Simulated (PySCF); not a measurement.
# C5H10: excited states, first hyperpolarisability

What do calculations give for the excited states, first hyperpolarisability of C5H10 (`CCC1CC1`)?

Programs: PySCF 2.14.0, with routines of our own; each step states its level. All values are computed. Atoms count from 0.

## 1. The system as given

15 atoms, charge 0, multiplicity 1; geometry from: GFN2-xTB.

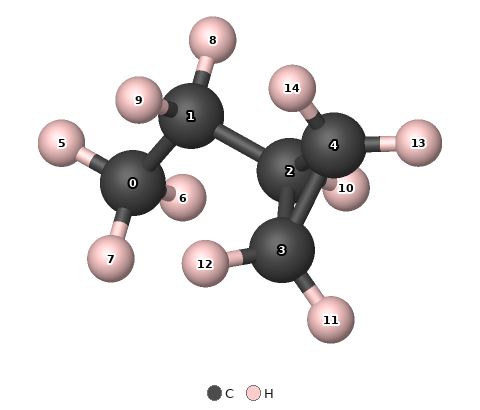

The starting geometry (carbon dark grey, hydrogen pink).

## 2. Geometry optimisation at PBE0-D3(BJ)/def2-TZVP

The job: settings as JSON, then the geometry in Å.

```
{"job": {"xc": "PBE0", "basis": "def2-TZVP", "d3": "d3bj", "grid": 2, "kind": "geom"}, "charge": 0, "multiplicity": 1}
C     -1.955568    -0.330308     0.211489
C     -0.821039     0.610482    -0.183899
C      0.441003    -0.153834    -0.507465
C      1.364743    -0.568918     0.597205
C      1.779907     0.502818    -0.365293
H     -2.853410     0.232059     0.457188
H     -2.189593    -1.009855    -0.604993
H     -1.668970    -0.922899     1.077311
H     -1.123067     1.200138    -1.054016
H     -0.622887     1.305083     0.635086
H      0.324910    -0.849632    -1.330355
H      1.847990    -1.532356     0.537281
H      1.114583    -0.272595     1.604928
H      2.547785     0.277146    -1.089516
H      1.809198     1.520660    -0.006863
```

Command:

```
> OMP_NUM_THREADS=1 python excited_run.py task.json out
```

The driver reads the jobs from task.json and runs them one after another.

The program printed:

```text
step   0  E = -196.35833989  max force = 0.009427
step   1  E = -196.35840002  max force = 0.001949
step   2  E = -196.35848396  max force = 0.000591
step   3  E = -196.35858224  max force = 0.001378
step   4  E = -196.35864401  max force = 0.001447
step   5  E = -196.35869322  max force = 0.000788
step   6  E = -196.35870135  max force = 0.000209
optimisation converged
```

Wall time 1.9 min (1 thread of Arm Neoverse V1, shared host); peak memory 0.88 GiB.

Step by step:

| step | energy from step 0 (eV) | largest force component (eV/Å) |
| --- | --- | --- |
| 0 | 0.0000 | 0.4848 |
| 1 | -0.0016 | 0.1002 |
| 2 | -0.0039 | 0.0304 |
| 3 | -0.0066 | 0.0709 |
| 4 | -0.0083 | 0.0744 |
| 5 | -0.0096 | 0.0405 |
| 6 | -0.0098 | 0.0107 |

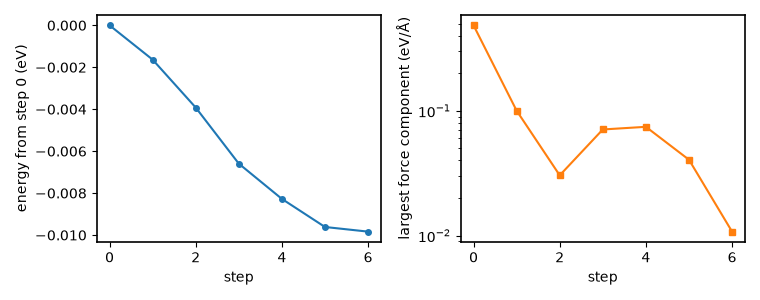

Energy and largest force along the relaxation.

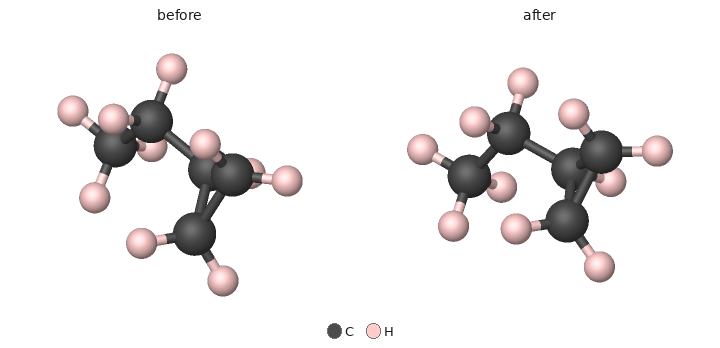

The geometry before (left) and after (right).

Close pairs (by a distance rule), those that changed most:

```csv
bond,before (Å),after (Å),change (Å)
C1–C2,1.511,1.504,-0.007
C0–C1,1.526,1.520,-0.006
C0–H6,1.088,1.093,+0.006
C0–H7,1.088,1.093,+0.005
C0–H5,1.088,1.092,+0.005
C4–H14,1.080,1.084,+0.004
C3–H12,1.080,1.084,+0.004
C1–H9,1.092,1.096,+0.004
```

The end geometry stands in the next job.

```csv
at the end point,value
point group (found at 0.08 Å tolerance),C1
"rotational constants (GHz, main isotopes)","11.997, 3.146, 2.835"
dipole moment (D),0.12
```

## 3. Excited states: TDA CAM-B3LYP/def2-TZVPD

The job: settings as JSON, then the geometry in Å.

```
{"job": {"kind": "states", "xc": "CAM-B3LYP", "basis": "def2-TZVPD", "tda": true, "soc": true, "nstates": 6, "ntriplets": 5, "nquad": 4}, "charge": 0, "multiplicity": 1}
C     -1.782405    -0.663898     0.628592
C     -0.944515     0.387407    -0.081088
C      0.369741    -0.152328    -0.573633
C      1.537579    -0.228779     0.361115
C      1.538209     0.761101    -0.766499
H     -2.727206    -0.249416     0.987324
H     -2.016147    -1.496534    -0.040361
H     -1.245338    -1.073728     1.487853
H     -1.507508     0.805126    -0.923360
H     -0.747876     1.224202     0.599082
H      0.283798    -0.969027    -1.285239
H      2.203248    -1.080141     0.294907
H      1.398337     0.153134     1.366135
H      2.203511     0.585663    -1.602535
H      1.398796     1.806907    -0.518169
```

With the program's defaults for keys left out, this is: TDA CAM-B3LYP/def2-TZVPD excited states, vertical, gas phase, spin-orbit mean-field couplings.

The program printed:

```text
coarse grid: 11632 points
cycle   1  E = -196.4541210226  dE =  6.647e-01  |g| = 3.119e-01  |ddm| = 3.531e+00
cycle   2  E = -196.4643679314  dE = -1.025e-02  |g| = 2.591e-01  |ddm| = 1.272e+00
cycle   3  E = -196.4809412512  dE = -1.657e-02  |g| = 2.743e-02  |ddm| = 4.484e-01
cycle   4  E = -196.4811134838  dE = -1.722e-04  |g| = 1.115e-02  |ddm| = 8.332e-02
cycle   5  E = -196.4811401225  dE = -2.664e-05  |g| = 2.961e-03  |ddm| = 1.933e-02
cycle   6  E = -196.4811421285  dE = -2.006e-06  |g| = 3.737e-04  |ddm| = 4.723e-03
final grid: 109760 points
cycle   7  E = -196.4747520491  dE = -4.989e-05  |g| = 4.475e-03  |ddm| = 2.426e-01
cycle   8  E = -196.4747531531  dE = -1.104e-06  |g| = 4.017e-03  |ddm| = 1.988e-02
cycle   9  E = -196.4747570316  dE = -3.878e-06  |g| = 2.169e-04  |ddm| = 7.406e-03
cycle  10  E = -196.4747570430  dE = -1.140e-08  |g| = 1.442e-04  |ddm| = 1.463e-03
cycle  11  E = -196.4747570477  dE = -4.714e-09  |g| = 2.573e-05  |ddm| = 2.837e-04
cycle  12  E = -196.4747570479  dE = -1.935e-10  |g| = 5.470e-06  |ddm| = 9.829e-05
converged SCF energy = -196.4747570479

Singlet excitations
state   eV       nm        f     d(h-e)  d(exc)  Lambda  PR(NTO)  |dmu|/D   mu/D   main configurations
  1   7.5477   164.3   0.00548   1.128   3.585   0.285   1.028    5.021    4.991   H->L 0.70, H->L+2 0.15, H->L+1 0.09
  2   7.7713   159.5   0.00453   0.806   3.503   0.278   1.161    3.962    3.992   H-1->L 0.62, H-1->L+1 0.16
  3   7.8675   157.6   0.00968   1.152   3.636   0.277   1.036    4.378    4.437   H->L+2 0.77, H->L 0.09
  4   8.0057   154.9   0.03148   0.246   3.917   0.273   1.163    0.805    0.876   H->L+1 0.66, H->L+3 0.14
  5   8.0973   153.1   0.01021   0.614   3.517   0.286   1.024                     H-1->L+2 0.81
  6   8.1470   152.2   0.01576   0.500   3.934   0.281   1.199                     H->L+3 0.70

Triplet excitations (Tamm-Dancoff)
state   eV     d(h-e)  d(exc)  Lambda  PR(NTO)   main configurations
  1   7.4050   1.178   3.479   0.286   1.052   H->L 0.65, H->L+2 0.18
  2   7.6159   0.824   3.400   0.280   1.213   H-1->L 0.55, H-1->L+1 0.18
  3   7.7636   1.197   3.571   0.279   1.056   H->L+2 0.70, H->L 0.10, H->L+1 0.09
  4   7.8891   0.230   3.766   0.278   1.323   H->L+1 0.55, H->L+3 0.19
  5   7.9561   0.576   3.441   0.287   1.135   H-1->L+2 0.73
S1 - T1 = 0.1427 eV

Spin-orbit couplings |<S|Hso|T>| (cm-1)
             T1       T2       T3       T4       T5
S0        4.815    0.672    2.109    1.233    5.889
S1        0.263   10.776    0.696    3.476    2.140
S2       10.735    0.217    2.417    0.416    0.940
S3        0.583    2.177    0.231    2.358   11.023
S4        3.280    0.698    0.724    0.180    0.662
S5        2.798    1.416   11.308    0.596    0.359
S6        1.301    2.363    1.590    0.879    0.366
T1 sublevels (cm-1): 0.000 0.001 0.028   radiative rates (1/s): 0.596 13.5 24.4
```

Run time: 59 s. Hardware: 1 thread of Arm Neoverse V1, shared host; peak memory 1.1 GiB.

In short:

| quantity | value |
| --- | --- |
| S1 less T1 | 0.14 eV |

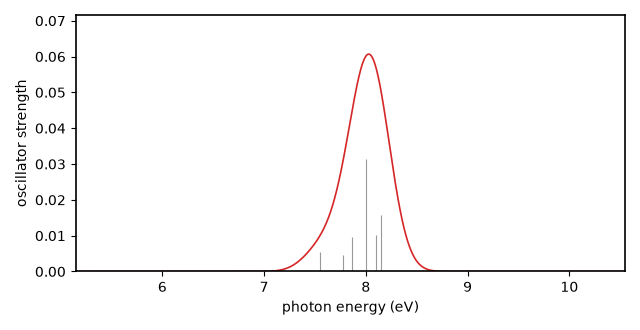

Absorption lines of the singlets. Lines are broadened to a width of 0.40 eV (Gaussian).

The fields below are evaluated on a grid from the run's orbitals.

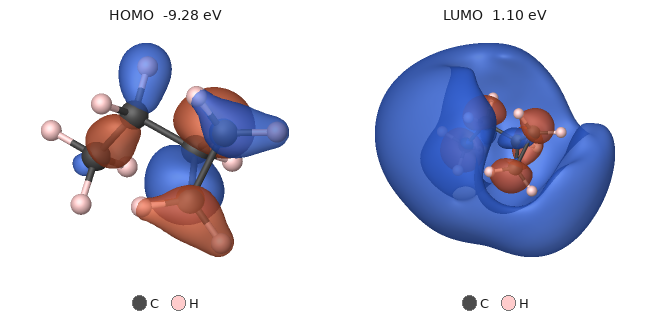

Frontier orbitals at CAM-B3LYP/def2-TZVPD; each surface holds 70 % of the orbital's density, blue and red mark the sign.

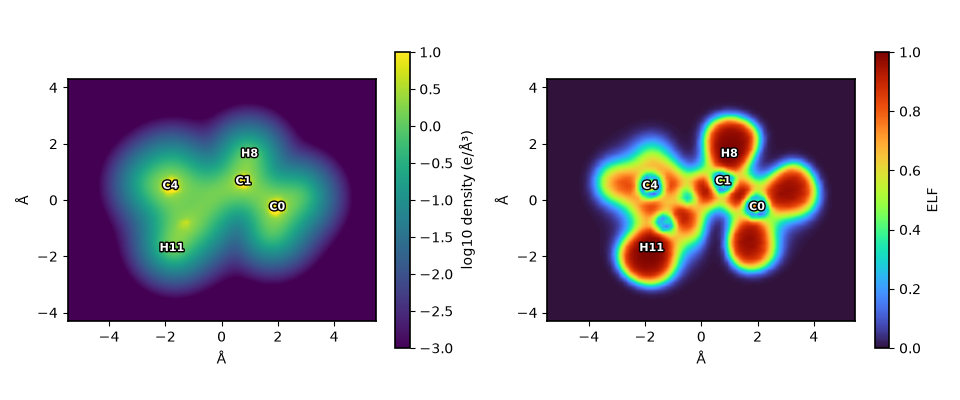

Density (left) and ELF (right) in a plane through or near 5 of the atoms.

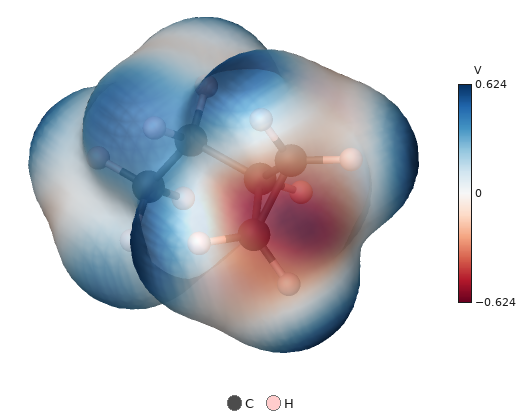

Electrostatic potential on the surface of density 0.002 e/bohr³; red is low, blue high. It runs, from the 1st to the 99th percentile, from -0.52 V near C3 to 0.62 V near H12.

## 4. Excited states: TDDFT CAM-B3LYP/def2-TZVPD

Settings changed since step 3:

```diff
@@ -1,2 +1,2 @@
-{"job": {"kind": "states", "xc": "CAM-B3LYP", "basis": "def2-TZVPD", "tda": true, "soc": true, "nstates": 6, "ntriplets": 5, "nquad": 4}, "charge": 0, "multiplicity": 1}
+{"job": {"kind": "states", "xc": "CAM-B3LYP", "basis": "def2-TZVPD", "tpa": true, "nstates": 8, "nquad": 6, "ntriplets": 0}, "charge": 0, "multiplicity": 1}
 C     -1.782405    -0.663898     0.628592
```

Level: TDDFT CAM-B3LYP/def2-TZVPD excited states, vertical, gas phase, two-photon moments by quadratic response.

The program printed:

```text
coarse grid: 11632 points
cycle   1  E = -196.4541210226  dE =  6.647e-01  |g| = 3.119e-01  |ddm| = 3.531e+00
cycle   2  E = -196.4643679314  dE = -1.025e-02  |g| = 2.591e-01  |ddm| = 1.272e+00
cycle   3  E = -196.4809412512  dE = -1.657e-02  |g| = 2.743e-02  |ddm| = 4.484e-01
cycle   4  E = -196.4811134838  dE = -1.722e-04  |g| = 1.115e-02  |ddm| = 8.332e-02
cycle   5  E = -196.4811401225  dE = -2.664e-05  |g| = 2.961e-03  |ddm| = 1.933e-02
cycle   6  E = -196.4811421285  dE = -2.006e-06  |g| = 3.737e-04  |ddm| = 4.723e-03
final grid: 109760 points
cycle   7  E = -196.4747520491  dE = -4.989e-05  |g| = 4.475e-03  |ddm| = 2.426e-01
cycle   8  E = -196.4747531531  dE = -1.104e-06  |g| = 4.017e-03  |ddm| = 1.988e-02
cycle   9  E = -196.4747570316  dE = -3.878e-06  |g| = 2.169e-04  |ddm| = 7.406e-03
cycle  10  E = -196.4747570430  dE = -1.140e-08  |g| = 1.442e-04  |ddm| = 1.463e-03
cycle  11  E = -196.4747570477  dE = -4.714e-09  |g| = 2.573e-05  |ddm| = 2.837e-04
cycle  12  E = -196.4747570479  dE = -1.935e-10  |g| = 5.470e-06  |ddm| = 9.829e-05
converged SCF energy = -196.4747570479

Singlet excitations
state   eV       nm        f     d(h-e)  d(exc)  Lambda  PR(NTO)  |dmu|/D   mu/D   delta(TPA)   sigma/GM   main configurations
  1   7.5401   164.4   0.00504   1.128   3.586   0.285   1.029    5.009    4.979       33.72      0.702   H->L 0.70, H->L+2 0.15, H->L+1 0.09
  2   7.7634   159.7   0.00471   0.805   3.505   0.278   1.165    3.962    3.994       33.33      0.736   H-1->L 0.62, H-1->L+1 0.16
  3   7.8632   157.7   0.00913   1.153   3.638   0.277   1.036    4.373    4.432       16.20      0.367   H->L+2 0.77, H->L 0.09
  4   7.9986   155.0   0.02972   0.247   3.915   0.274   1.169    0.811    0.882       16.33      0.383   H->L+1 0.65, H->L+3 0.15
  5   8.0918   153.2   0.00940   0.600   3.518   0.286   1.025    2.297    2.350        3.33      0.080   H-1->L+2 0.81
  6   8.1411   152.3   0.01509   0.509   3.937   0.281   1.201    1.986    1.877      101.29      2.459   H->L+3 0.69, H->L+1 0.08
  7   8.2699   149.9   0.05644   0.263   3.892   0.277   1.202                                            H-1->L+1 0.59, H-1->L+3 0.16, H-1->L 0.09
  8   8.4690   146.4   0.01951   1.167   4.003   0.284   1.077                                            H-1->L+3 0.65, H-1->L 0.14
```

Wall time 70 s (1 thread of Arm Neoverse V1, shared host); peak memory 1 GiB.

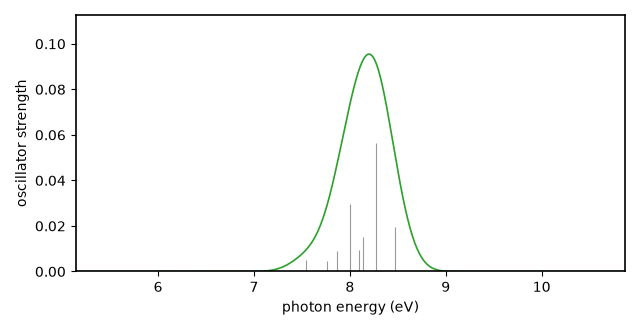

Absorption lines of the singlets. Lines are broadened to a width of 0.40 eV (Gaussian).

## 5. First hyperpolarisability: quadratic response CAM-B3LYP/def2-TZVPD

Settings changed since step 4:

```diff
@@ -1,2 +1,2 @@
-{"job": {"kind": "states", "xc": "CAM-B3LYP", "basis": "def2-TZVPD", "tpa": true, "nstates": 8, "nquad": 6, "ntriplets": 0}, "charge": 0, "multiplicity": 1}
+{"job": {"kind": "beta", "xc": "CAM-B3LYP", "basis": "def2-TZVPD"}, "charge": 0, "multiplicity": 1}
 C     -1.782405    -0.663898     0.628592
```

Level: quadratic response CAM-B3LYP/def2-TZVPD first hyperpolarisability, Taylor convention, gas phase.

The program printed:

```text
coarse grid: 11632 points
cycle   1  E = -196.4541210226  dE =  6.647e-01  |g| = 3.119e-01  |ddm| = 3.531e+00
cycle   2  E = -196.4643679314  dE = -1.025e-02  |g| = 2.591e-01  |ddm| = 1.272e+00
cycle   3  E = -196.4809412512  dE = -1.657e-02  |g| = 2.743e-02  |ddm| = 4.484e-01
cycle   4  E = -196.4811134838  dE = -1.722e-04  |g| = 1.115e-02  |ddm| = 8.332e-02
cycle   5  E = -196.4811401225  dE = -2.664e-05  |g| = 2.961e-03  |ddm| = 1.933e-02
cycle   6  E = -196.4811421285  dE = -2.006e-06  |g| = 3.737e-04  |ddm| = 4.723e-03
final grid: 109760 points
cycle   7  E = -196.4747520491  dE = -4.989e-05  |g| = 4.475e-03  |ddm| = 2.426e-01
cycle   8  E = -196.4747531531  dE = -1.104e-06  |g| = 4.017e-03  |ddm| = 1.988e-02
cycle   9  E = -196.4747570316  dE = -3.878e-06  |g| = 2.169e-04  |ddm| = 7.406e-03
cycle  10  E = -196.4747570430  dE = -1.140e-08  |g| = 1.442e-04  |ddm| = 1.463e-03
cycle  11  E = -196.4747570477  dE = -4.714e-09  |g| = 2.573e-05  |ddm| = 2.837e-04
cycle  12  E = -196.4747570479  dE = -1.935e-10  |g| = 5.470e-06  |ddm| = 9.829e-05
converged SCF energy = -196.4747570479

Lowest singlets (eV, f): 7.5401 0.0050  7.7634 0.0047  7.8632 0.0091

First hyperpolarisability (au)
process     nm      |vector|   parallel      HRS      DR
static         -       23.08       0.19      10.58   3.772
shg       1907.0       23.91       0.08      10.97   3.755
eope      1907.0       23.35       0.15          -       -
shg       1064.0       25.94      -0.19      11.91   3.716
eope      1064.0       23.98       0.08          -       -
```

It took 58 s on 1 thread of Arm Neoverse V1, shared host; peak memory 1.1 GiB.

## 6. Outcome

```
                                                  quantity                                             value
                                               point group                                                C1
                      rotational constants (main isotopes)                             12.00, 3.15, 2.84 GHz
             S1 less T1 (step 3, TDA CAM-B3LYP/def2-TZVPD)                                           0.14 eV
                     surface potential, 1st and 99th percentile                                -0.52 V and 0.62 V
β vector (step 5, quadratic response CAM-B3LYP/def2-TZVPD)  static 23, SHG 1907.0 nm 24, SHG 1064.0 nm 26 au
```

In words: The optimisation took 6 steps and gained 0.010 eV; among the close pairs (by a distance rule), C1–C2 changed most, from 1.511 to 1.504 Å. In step 3, the number of triplets below S1 is 1, and the largest singlet-triplet spin-orbit coupling is S5–T3, 11.31 cm⁻¹. β grows from 23 au (static) to 26 au for doubling at 1064.0 nm: normal dispersion, which grows as twice the photon energy moves toward the bright states.
